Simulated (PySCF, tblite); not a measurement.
**CH₉SSi₃ radical, a small gas-phase stand-in for a defect centre (Si site with back bonds [SiH3], C, S[SiH3]): EPR parameters**

Wanted: the EPR parameters for `C[Si]([SiH3])S[SiH3]`. It is drawn as: dangling bond.

Programs: tblite 0.8.0 and PySCF 2.14.0. All values are calculated, for the isolated system unless a continuum is named. Atoms count from 0, parts from 1.

### 1 The system as given

14 atoms, charge 0, multiplicity 2; geometry: distance geometry start.

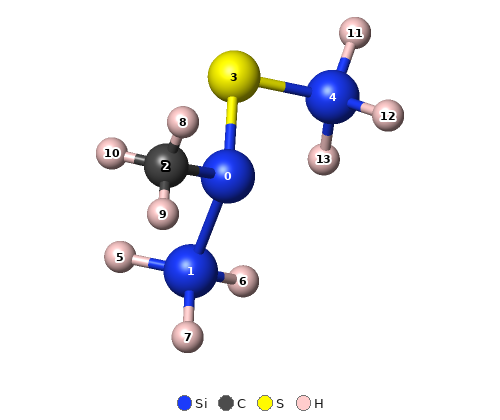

The starting geometry (silicon blue, carbon dark grey, sulfur yellow, hydrogen pink), atoms numbered.

### 2 Geometry optimisation with GFN2-xTB

The job: settings as JSON, then the geometry in Å.

```
{"job": {"kind": "relax", "xc": "GFN2-xTB", "basis": "xTB"}, "charge": 0, "multiplicity": 2}
Si     0.041073     0.597793    -0.408770
Si    -1.836679    -0.022251     0.818941
C     -0.477349     1.506759    -1.917789
S      1.261086    -1.061856    -0.989101
Si     2.197893    -1.390672     0.903688
H     -2.669702    -0.924782     0.041366
H     -1.392701    -0.666847     2.051650
H     -2.610343     1.210836     1.146034
H      0.388778     1.848019    -2.513347
H     -1.063123     2.373657    -1.671073
H     -1.094994     0.872109    -2.567004
H      3.225377    -2.443981     0.789446
H      2.837555    -0.109639     1.336149
H      1.172708    -1.764344     1.915959
```

Level: GFN2-xTB geometry optimisation, gas phase.

Run with:

```bash
$ OMP_NUM_THREADS=1 python cluster_run.py task.json out
```

One launch serves the whole session: the jobs run in the order shown.

Log:

```text
step      E/eV     max force
  0    -412.18569    1.859
  1    -412.28173    0.779
  2    -412.31285    0.351
  3    -412.32392    0.305
  4    -412.33224    0.248
  5    -412.33923    0.225
  6    -412.34539    0.267
  7    -412.35203    0.285
  8    -412.35752    0.207
  9    -412.36118    0.202
 10    -412.36420    0.159
 11    -412.36712    0.169
 12    -412.37033    0.192
 13    -412.37387    0.147
 14    -412.37717    0.159
 15    -412.38022    0.137
 16    -412.38350    0.169
 17    -412.38687    0.153
 18    -412.38958    0.126
 19    -412.39158    0.112
 20    -412.39340    0.130
 21    -412.39539    0.168
 22    -412.39770    0.163
 23    -412.40030    0.141
 24    -412.40274    0.098
 25    -412.40440    0.079
 26    -412.40517    0.074
 27    -412.40559    0.066
 28    -412.40606    0.053
 29    -412.40670    0.078
 30    -412.40743    0.075
 31    -412.40796    0.061
 32    -412.40822    0.037
 33    -412.40835    0.029
 34    -412.40847    0.026
 35    -412.40860    0.033
 36    -412.40871    0.030
 37    -412.40879    0.020
 38    -412.40884    0.023
 39    -412.40888    0.021
 40    -412.40893    0.027
 41    -412.40899    0.028
 42    -412.40906    0.023
 43    -412.40912    0.026
 44    -412.40918    0.029
 45    -412.40926    0.028
 46    -412.40938    0.036
 47    -412.40949    0.034
 48    -412.40956    0.019
 49    -412.40960    0.017
 50    -412.40964    0.022
 51    -412.40973    0.033
 52    -412.40986    0.041
 53    -412.40998    0.032
 54    -412.41005    0.017
 55    -412.41008    0.015
 56    -412.41012    0.022
 57    -412.41019    0.025
 58    -412.41027    0.022
 59    -412.41035    0.019
 60    -412.41041    0.015
 61    -412.41046    0.018
 62    -412.41051    0.018
 63    -412.41057    0.018
 64    -412.41064    0.019
 65    -412.41072    0.023
 66    -412.41086    0.036
 67    -412.41110    0.049
 68    -412.41142    0.051
 69    -412.41172    0.038
 70    -412.41194    0.030
 71    -412.41210    0.029
 72    -412.41226    0.050
 73    -412.41253    0.058
 74    -412.41277    0.033
 75    -412.41288    0.020
 76    -412.41291    0.020
 77    -412.41301    0.019
 78    -412.41303    0.015
 79    -412.41306    0.014
 80    -412.41308    0.013
 81    -412.41312    0.018
 82    -412.41316    0.023
 83    -412.41319    0.018
 84    -412.41322    0.009
 85    -412.41323    0.009
 86    -412.41324    0.011
 87    -412.41326    0.015
 88    -412.41329    0.016
 89    -412.41333    0.015
 90    -412.41338    0.018
 91    -412.41343    0.016
 92    -412.41346    0.016
 93    -412.41347    0.013
 94    -412.41348    0.008
 95    -412.41349    0.009
 96    -412.41351    0.012
 97    -412.41352    0.011
 98    -412.41354    0.011
 99    -412.41356    0.010
100    -412.41358    0.008
101    -412.41359    0.008
102    -412.41360    0.010
103    -412.41362    0.014
104    -412.41365    0.018
105    -412.41371    0.026
106    -412.41380    0.028
107    -412.41391    0.031
108    -412.41405    0.035
109    -412.41423    0.034
110    -412.41444    0.047
111    -412.41463    0.053
112    -412.41472    0.036
113    -412.41483    0.019
114    -412.41490    0.019
115    -412.41503    0.029
116    -412.41516    0.036
117    -412.41526    0.024
118    -412.41529    0.012
119    -412.41531    0.013
120    -412.41533    0.012
121    -412.41536    0.018
122    -412.41539    0.019
123    -412.41541    0.013
124    -412.41543    0.010
125    -412.41544    0.009
126    -412.41545    0.010
127    -412.41547    0.011
128    -412.41548    0.011
129    -412.41550    0.009
130    -412.41551    0.009
131    -412.41553    0.010
132    -412.41554    0.009
133    -412.41555    0.010
134    -412.41557    0.009
135    -412.41558    0.009
136    -412.41559    0.010
137    -412.41562    0.014
138    -412.41565    0.018
139    -412.41568    0.022
140    -412.41572    0.022
141    -412.41575    0.012
142    -412.41577    0.013
143    -412.41579    0.012
144    -412.41581    0.017
145    -412.41583    0.017
146    -412.41586    0.014
147    -412.41588    0.008
```

It took 7.8 s on 1 thread of Arm Neoverse N1, shared host.

The steps of the relaxation:

| step | energy from step 0 (eV) | largest force (eV/Å) |
| --- | --- | --- |
| 0 | 0.0000 | 1.8582 |
| 6 | -0.1597 | 0.2665 |
| 12 | -0.1846 | 0.1919 |
| 18 | -0.2039 | 0.1260 |
| 24 | -0.2170 | 0.0975 |
| 30 | -0.2217 | 0.0747 |
| 36 | -0.2230 | 0.0293 |
| 42 | -0.2234 | 0.0235 |
| 48 | -0.2239 | 0.0192 |
| 54 | -0.2244 | 0.0167 |
| 60 | -0.2247 | 0.0151 |
| 66 | -0.2252 | 0.0359 |
| 72 | -0.2266 | 0.0502 |
| 78 | -0.2273 | 0.0150 |
| 84 | -0.2275 | 0.0090 |
| 90 | -0.2277 | 0.0175 |
| 96 | -0.2278 | 0.0120 |
| 102 | -0.2279 | 0.0103 |
| 108 | -0.2284 | 0.0346 |
| 114 | -0.2292 | 0.0193 |
| 120 | -0.2296 | 0.0121 |
| 126 | -0.2298 | 0.0105 |
| 132 | -0.2298 | 0.0086 |
| 138 | -0.2300 | 0.0183 |
| 144 | -0.2301 | 0.0170 |
| 147 | -0.2302 | 0.0081 |

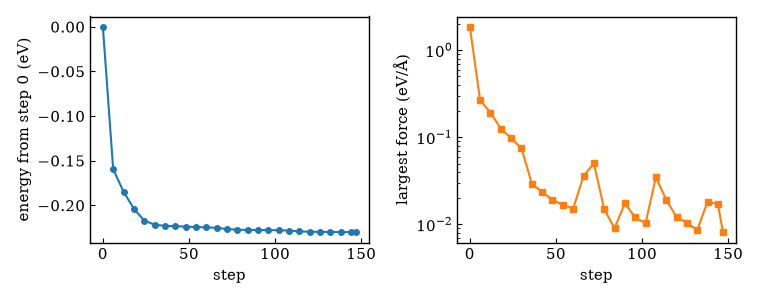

Energy and largest force along the relaxation.

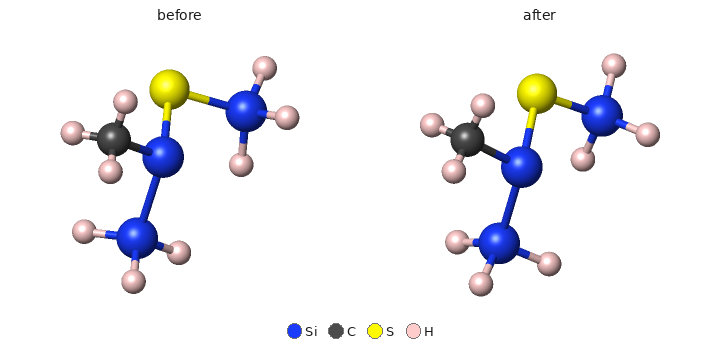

The geometry before (left) and after (right).

Close pairs (by a distance rule), those that changed most:

| bond | before (Å) | after (Å) | change (Å) |
| --- | --- | --- | --- |
| Si0–C2 | 1.836 | 1.910 | +0.073 |
| Si0–S3 | 2.140 | 2.206 | +0.066 |
| Si4–H12 | 1.496 | 1.457 | -0.038 |
| Si4–H13 | 1.488 | 1.459 | -0.030 |
| Si1–H7 | 1.492 | 1.465 | -0.027 |
| Si4–H11 | 1.476 | 1.452 | -0.024 |
| Si0–Si1 | 2.328 | 2.306 | -0.022 |
| C2–H8 | 1.105 | 1.087 | -0.018 |

### 3 Optimising the geometry at PBE0-D3(BJ)/def2-SVP

The job: settings as JSON, then the geometry in Å.

```
{"job": {"xc": "PBE0", "basis": "def2-SVP", "d3": "d3bj", "grid": 2, "kind": "geom", "shake": 0.01}, "charge": 0, "multiplicity": 2}
Si    -0.010517     0.811959    -0.266328
Si    -1.780685     0.010943     0.992313
C     -0.492784     1.549523    -1.994300
S      1.480884    -0.694684    -0.844188
Si     2.157518    -1.497929     0.991920
H     -2.521848    -1.189889     0.613259
H     -1.268859    -0.232465     2.354267
H     -2.743508     1.104976     1.054921
H      0.396091     1.985758    -2.456208
H     -1.233040     2.323406    -1.892372
H     -0.865974     0.765231    -2.626786
H      3.207571    -2.418732     0.605632
H      2.633921    -0.376548     1.800352
H      1.034754    -2.156156     1.681928
```

Log:

```text
step   0  E = -1309.22007955  max force = 0.025812
step   1  E = -1309.22775616  max force = 0.002579
step   2  E = -1309.22790654  max force = 0.000861
step   3  E = -1309.22796956  max force = 0.000563
step   4  E = -1309.22799596  max force = 0.000609
step   5  E = -1309.22804432  max force = 0.000524
step   6  E = -1309.22806081  max force = 0.000313
step   7  E = -1309.22807641  max force = 0.000411
step   8  E = -1309.22807967  max force = 0.000346
optimisation converged
```

Wall time 3.7 min (1 thread of Arm Neoverse N1, shared host); peak memory 0.69 GiB.

The steps of the relaxation:

| step | energy from step 0 (eV) | largest force component (eV/Å) |
| --- | --- | --- |
| 0 | 0.0000 | 1.3273 |
| 1 | -0.2089 | 0.1326 |
| 2 | -0.2130 | 0.0443 |
| 3 | -0.2147 | 0.0290 |
| 4 | -0.2154 | 0.0313 |
| 5 | -0.2167 | 0.0269 |
| 6 | -0.2172 | 0.0161 |
| 7 | -0.2176 | 0.0211 |
| 8 | -0.2177 | 0.0178 |

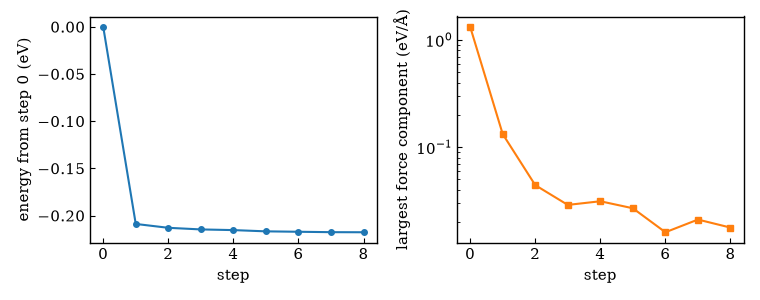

Energy and force, step by step.

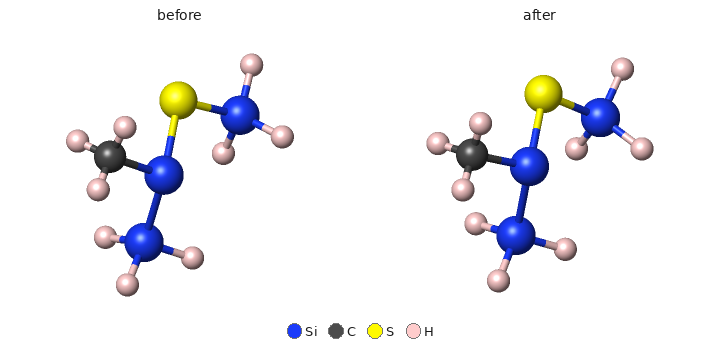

The geometry before (left) and after (right).

Close pairs (by a distance rule), those that changed most:

| bond | before (Å) | after (Å) | change (Å) |
| --- | --- | --- | --- |
| Si0–C2 | 1.940 | 1.885 | -0.054 |
| Si4–H11 | 1.449 | 1.490 | +0.041 |
| Si1–H7 | 1.459 | 1.497 | +0.038 |
| Si1–H5 | 1.461 | 1.498 | +0.037 |
| Si0–S3 | 2.197 | 2.161 | -0.036 |
| S3–Si4 | 2.115 | 2.151 | +0.035 |
| Si0–Si1 | 2.315 | 2.350 | +0.035 |
| Si4–H12 | 1.462 | 1.493 | +0.031 |

The end geometry stands in the next job.

| at the end point | value |
| --- | --- |
| point group (found at 0.08 Å tolerance) | C1 |
| rotational constants (GHz, main isotopes) | 2.240, 1.333, 0.892 |
| dipole moment (D) | 0.79 |
| ⟨S²⟩ | 0.753 |

### 4 g tensor and hyperfine couplings: B3LYP/IGLO-III+pcH-1

The job: settings as JSON, then the geometry in Å.

```
{"job": {"kind": "epr"}, "charge": 0, "multiplicity": 2}
Si     0.128561     0.870735    -0.392344
Si    -1.560018     0.067251     1.030182
C     -0.552248     1.529190    -2.022381
S      1.571082    -0.647044    -0.925976
Si     1.990010    -1.490115     1.007772
H     -2.206442    -1.182011     0.513861
H     -1.007134    -0.209177     2.391009
H     -2.597820     1.139921     1.145678
H      0.258978     1.944021    -2.640002
H     -1.287562     2.326140    -1.832785
H     -1.044267     0.723778    -2.591428
H      3.196463    -2.346916     0.834897
H      2.255758    -0.415911     2.009758
H      0.847361    -2.324271     1.486503
```

Level: UKS B3LYP, IGLO-III on C S Si, pcH-1 on H, non-relativistic, mean-field spin-orbit, GIAO.

Log:

```text
UKS, coarse grid
  cycle   1  E = -1310.28717754  |g| = 3.36e-01
  cycle   2  E = -1310.24818145  |g| = 4.04e-01
  cycle   3  E = -1310.33456599  |g| = 6.22e-02
  cycle   4  E = -1310.33647351  |g| = 1.92e-02
  cycle   5  E = -1310.33667335  |g| = 7.78e-03
  cycle   6  E = -1310.33670751  |g| = 2.23e-03
  cycle   7  E = -1310.33671072  |g| = 7.10e-04
UKS, final grid
  cycle   1  E = -1310.33671004  |g| = 8.49e-04
  cycle   2  E = -1310.33670959  |g| = 1.23e-03
  cycle   3  E = -1310.33671049  |g| = 8.99e-05
  cycle   4  E = -1310.33671050  |g| = 3.10e-05
  cycle   5  E = -1310.33671050  |g| = 1.30e-05
E = -1310.33671050 Eh   <S^2> = 0.7528 (exact 0.7500)
g shifts (ppm)      1          2          3
  rmc          -152       -152       -152
  gc              5         61         53
  oz_so        -135       2736       7500
  total        -282       2645       7402
hyperfine (MHz)  atom isotope    a_iso     a_fc   dipolar eigenvalues
    0  29Si    -489.00    -489.83   -144.30     71.18     73.11
    1  29Si     -88.19     -88.35    -18.89      7.82     11.07
    2   13C      17.64      17.61     -3.51     -2.98      6.49
    3   33S       6.79       6.82    -12.56    -11.20     23.76
    4  29Si      -2.39      -2.43     -1.12      0.32      0.80
    5    1H      62.26      62.26     -2.48     -0.19      2.67
    6    1H      -5.74      -5.74     -2.49     -1.19      3.68
    7    1H      -3.74      -3.74     -2.58     -1.15      3.72
    8    1H       8.30       8.29     -3.69     -2.35      6.04
    9    1H      -0.67      -0.68     -3.50     -2.03      5.53
   10    1H      55.24      55.24     -3.45      0.24      3.21
   11    1H      -1.20      -1.20     -1.06     -0.69      1.74
   12    1H       1.76       1.75     -1.94     -1.37      3.31
   13    1H       0.23       0.22     -1.14     -0.80      1.94
```

It took 2.5 min on 1 thread of Arm Neoverse N1, shared host; peak memory 0.98 GiB.

Principal g values 2.00204, 2.00496, 2.00972; g(iso) = 2.00557, against 2.00232 for a free electron.

Hyperfine couplings, nucleus by nucleus at this fixed geometry (no averaging over rotations):

| nuclei | isotope | a(iso) (MHz) | a(iso) (G, at g = 2.0023) | largest dipolar term (MHz) |
| --- | --- | --- | --- | --- |
| Si0 | 29Si | -489.0 | -174.5 | -144.3 |
| Si1 | 29Si | -88.2 | -31.5 | -18.9 |
| H5 | 1H | 62.3 | 22.2 | 2.7 |
| H10 | 1H | 55.2 | 19.7 | -3.5 |
| C2 | 13C | 17.6 | 6.3 | 6.5 |
| H8 | 1H | 8.3 | 3.0 | 6.0 |
| S3 | 33S | 6.8 | 2.4 | 23.8 |
| H6 | 1H | -5.7 | -2.0 | 3.7 |
| H7 | 1H | -3.7 | -1.3 | 3.7 |
| Si4 | 29Si | -2.4 | -0.9 | -1.1 |
| H12 | 1H | 1.8 | 0.6 | 3.3 |
| H11 | 1H | -1.2 | -0.4 | 1.7 |
| H9 | 1H | -0.7 | -0.2 | 5.5 |
| H13 | 1H | 0.2 | 0.1 | 1.9 |

Mulliken spin populations:

Si0 0.79; Si1 0.06; C2 -0.01; S3 0.10; Si4 0.00; H5 0.03; H6 0.00; H7 0.00; H8 0.00; H9 0.00; H10 0.02; H11 0.00; H12 0.00; H13 0.00

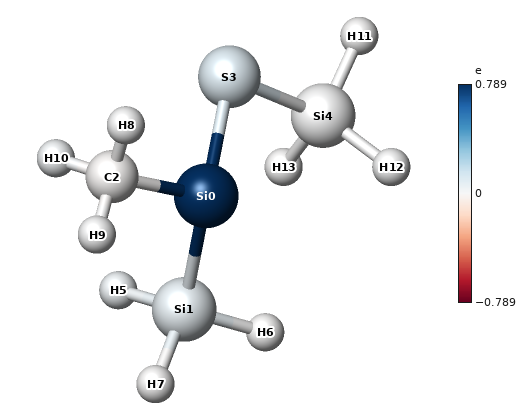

Mulliken spin populations, as colours on the atoms.

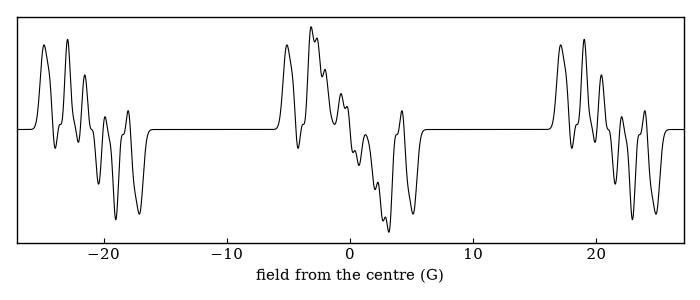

First-order isotropic spectrum (first derivative, main isotopes with spin only, couplings over 0.8 MHz, Gaussian width 0.3 G; couplings of the frozen geometry, rotation of groups not averaged beyond the rows shown).

The fields below are evaluated on a grid from the run's orbitals.

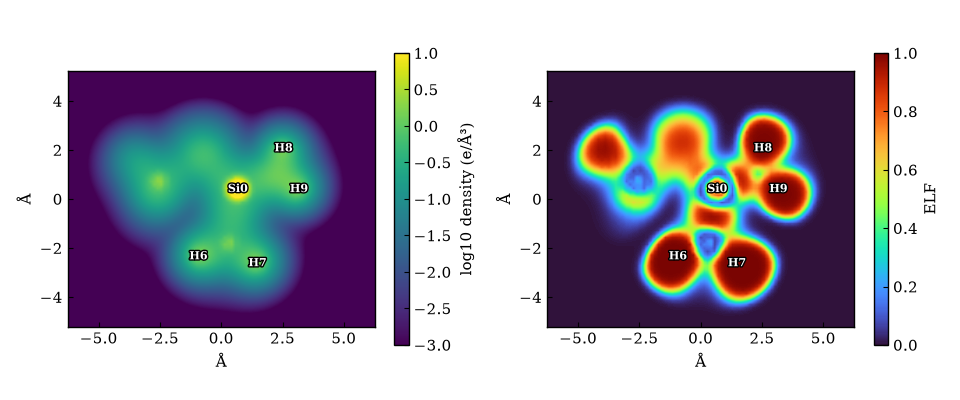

Density (left) and ELF (right) in a plane through or near 5 of the atoms.

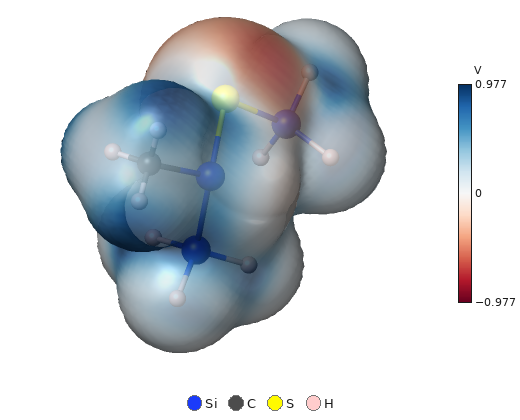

Electrostatic potential on the surface of density 0.002 e/bohr³; red is low, blue high. It runs from -0.58 V near S3 to 0.98 V near H11.

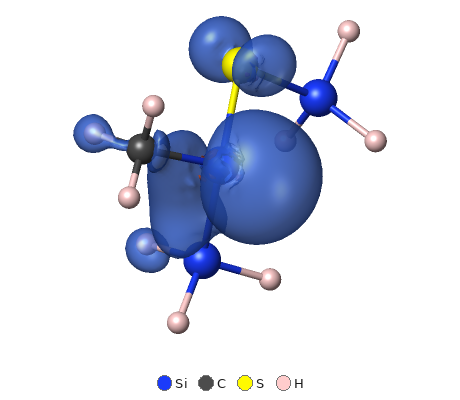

Spin density at ±0.02 e/Å³ (alpha excess blue, beta excess red).

### 5 EPR parameters: BHandHLYP/IGLO-III+pcH-1

The job, as its differences from that of step 4:

```diff
@@ -1,2 +1,2 @@
-{"job": {"kind": "epr"}, "charge": 0, "multiplicity": 2}
+{"job": {"kind": "epr", "xc": "BHandHLYP"}, "charge": 0, "multiplicity": 2}
 Si     0.128561     0.870735    -0.392344
```

Method: UKS BHandHLYP, IGLO-III on C S Si, pcH-1 on H, non-relativistic, mean-field spin-orbit, GIAO.

Log:

```text
UKS, coarse grid
  cycle   1  E = -1310.16879476  |g| = 2.68e-01
  cycle   2  E = -1310.18691738  |g| = 2.12e-01
  cycle   3  E = -1310.21051686  |g| = 3.99e-02
  cycle   4  E = -1310.21154482  |g| = 8.75e-03
  cycle   5  E = -1310.21163225  |g| = 3.06e-03
  cycle   6  E = -1310.21164421  |g| = 1.49e-03
  cycle   7  E = -1310.21164832  |g| = 5.21e-04
UKS, final grid
  cycle   1  E = -1310.21164841  |g| = 3.66e-04
  cycle   2  E = -1310.21164854  |g| = 3.21e-04
  cycle   3  E = -1310.21164861  |g| = 8.37e-05
  cycle   4  E = -1310.21164864  |g| = 2.18e-05
  cycle   5  E = -1310.21164864  |g| = 4.14e-06
E = -1310.21164864 Eh   <S^2> = 0.7545 (exact 0.7500)
g shifts (ppm)      1          2          3
  rmc          -153       -153       -153
  gc              5         62         54
  oz_so        -148       2386       6722
  total        -296       2295       6623
hyperfine (MHz)  atom isotope    a_iso     a_fc   dipolar eigenvalues
    0  29Si    -527.18    -528.05   -150.79     73.87     76.92
    1  29Si     -88.33     -88.48    -19.08      7.34     11.73
    2   13C      18.63      18.60     -3.48     -2.89      6.37
    3   33S       9.31       9.33    -11.88    -10.44     22.32
    4  29Si      -1.98      -2.02     -1.05      0.24      0.81
    5    1H      61.25      61.24     -2.37     -0.21      2.57
    6    1H      -6.88      -6.88     -2.50     -1.23      3.74
    7    1H      -3.99      -3.99     -2.55     -1.19      3.74
    8    1H       7.83       7.82     -3.76     -2.42      6.18
    9    1H      -0.73      -0.74     -3.57     -2.12      5.70
   10    1H      55.13      55.13     -3.42      0.29      3.13
   11    1H      -1.23      -1.23     -1.01     -0.68      1.69
   12    1H       0.86       0.86     -1.95     -1.44      3.39
   13    1H      -0.29      -0.30     -1.12     -0.83      1.95
```

It took 2.5 min on 1 thread of Arm Neoverse N1, shared host; peak memory 1 GiB.

In short: g(iso) 2.00519.

### 6 Side by side: EPR parameters

g, ⟨S²⟩ and isotropic hyperfine couplings (MHz), with basis size and wall time:

| run | g(iso) | ⟨S²⟩ | 29Si Si0 | 29Si Si1 | 1H H5 | 1H H10 | 13C C2 | functions | time |
| --- | --- | --- | --- | --- | --- | --- | --- | --- | --- |
| B3LYP/IGLO-III+pcH-1 | 2.00557 | 0.753 | -489.0 | -88.2 | 62.3 | 55.2 | 17.6 | 301 | 2.5 min |
| BHandHLYP/IGLO-III+pcH-1 | 2.00519 | 0.754 | -527.2 | -88.3 | 61.2 | 55.1 | 18.6 | 301 | 2.5 min |

### 7 Summary of results

```
                                                                  quantity                    value
                                                               point group                       C1
                                      rotational constants (main isotopes)     2.24, 1.33, 0.89 GHz
                                                            g(iso) (B3LYP)                  2.00557
                                                                      ⟨S²⟩       0.753 (exact 0.75)
                                                            largest a(iso)  29Si on Si0, -489.0 MHz
potential on the surface of density 0.002 e/bohr³, 1st and 99th percentile       -0.58 V and 0.98 V
```

**Reading.** The start of the PBE0/def2-SVP relaxation was shaken at random by about 0.01 Å, so part of the energy gained, and of the first lengths quoted, undoes that. Over 8 steps the energy fell by 0.218 eV; of the close pairs, Si0–C2 changed most, 1.940 to 1.885 Å (PBE0/def2-SVP). No frequency check was run at this level, so the end point may be a saddle. Si0 carries the largest spin population, 0.79 e. The isotropic g lies 3.3 ppt above the free-electron value. The coupling of 29Si on Si0 runs from -527.2 (BHandHLYP/IGLO-III+pcH-1) to -489.0 MHz (B3LYP/IGLO-III+pcH-1). A capped cluster stands for the solid here, so long-range fields and strain are missing, and bands or shifts of the capping hydrogens have no counterpart in it.
